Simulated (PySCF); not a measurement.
```yaml
atoms:
  - { symbol: C, position_ang: [1.1746, 2.9200, -1.0685] }
  - { symbol: C, position_ang: [0.4905, 1.9975, -0.6854] }
  - { symbol: Al, position_ang: [-0.6318, 0.5354, -0.0757] }
  - { symbol: S, position_ang: [-2.6329, 0.9671, 0.7361] }
  - { symbol: C, position_ang: [-3.4237, -0.6959, 0.8172] }
  - { symbol: S, position_ang: [-0.0276, -1.5785, -0.4308] }
  - { symbol: B, position_ang: [1.6788, -1.5975, 0.0430] }
  - { symbol: C, position_ang: [2.3758, -0.4064, 0.8007] }
  - { symbol: H, position_ang: [1.7709, 3.7256, -1.3989] }
  - { symbol: H, position_ang: [-2.7157, -1.4733, 0.5293] }
  - { symbol: H, position_ang: [-4.2734, -0.6926, 0.1417] }
  - { symbol: H, position_ang: [-3.7608, -0.8484, 1.8377] }
  - { symbol: H, position_ang: [2.2703, -2.5688, -0.2354] }
  - { symbol: H, position_ang: [1.6685, 0.2597, 1.3109] }
  - { symbol: H, position_ang: [3.1079, -0.7460, 1.5316] }
  - { symbol: H, position_ang: [2.9210, 0.2111, 0.0845] }
```

Geometry: GFN2-xTB.

All numbers below come from PySCF 2.14.0, CAM-B3LYP/def2-SVPD, SCF density, gas phase.

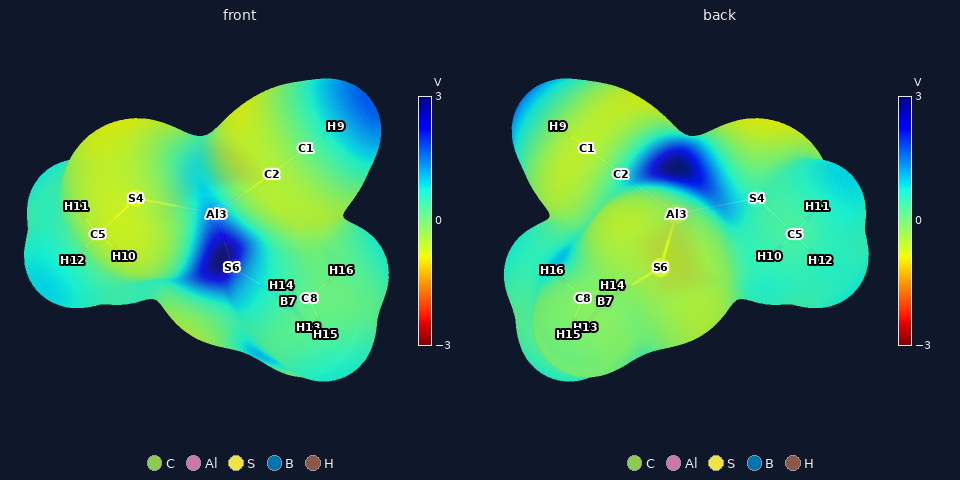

C4H8AlBS2 (SMILES C#[C][Al]([S]C)[S]BC). The electrostatic potential painted on the density surface at 0.002 e/bohr³, seen from the front and from behind; the colour scale runs from red (negative) to blue (positive).

Where is the surface potential most negative and most positive?

The most negative region (about −0.8 V) lies over S4, the most positive (about +2.9 V) over Al3.
